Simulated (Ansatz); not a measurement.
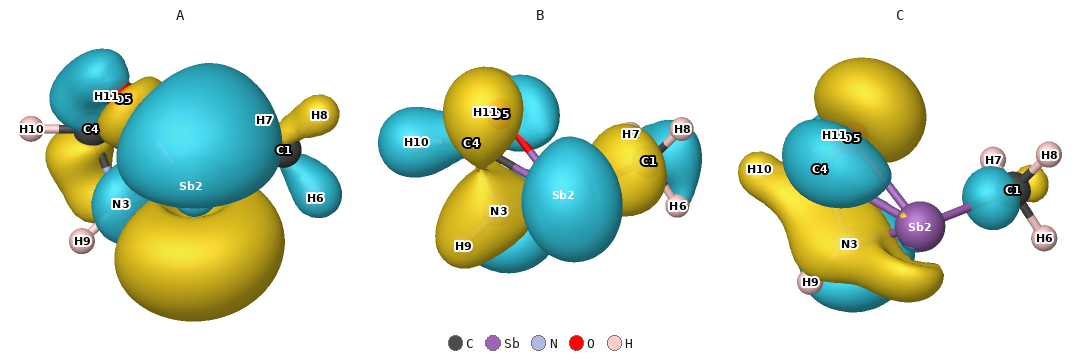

C$_{2}$H$_{6}$NOSb. Three frontier orbitals at ±0.08 Å⁻³ᐟ² (yellow and cyan are the two phases), in no order.

Core potentials replace the inner electrons of Sb.

Theory: RKS revPBE/def2-SVP (Ansatz).

```xyz
11

C    -1.5734    1.1996   -0.2798
Sb    0.6289    1.2880   -0.2786
N     0.9091   -0.7492   -0.8547
C     1.0157   -1.1273    0.5814
O     0.9776    0.0810    1.3649
H    -1.9347    1.4026   -1.3097
H    -1.9077    0.1949    0.0409
H    -1.9803    1.9745    0.4015
H     1.8335   -0.8347   -1.3060
H     1.9471   -1.7071    0.7995
H     0.1496   -1.7792    0.8612
```

**Order the three orbitals by energy and name them.**

C is the HOMO−1 (−5.49 eV). By Hirshfeld shares it lies mainly on O5 (about 55 %), N3 (about 25 %), Sb2 (about 5 %) and C4 (about 5 %); largely a combination of lone pairs on O5 and N3. B is the HOMO (−4.91 eV). By Hirshfeld shares it lies mainly on N3 (about 35 %), O5 (about 20 %), Sb2 (about 15 %), C4 (about 10 %) and C1 (about 10 %). A is the LUMO (−2.46 eV). It lies mainly on Sb2 (about 70 %), O5 (about 10 %) and N3 (about 10 %).

**What is the HOMO–LUMO gap?**

2.45 eV between the orbital energies.
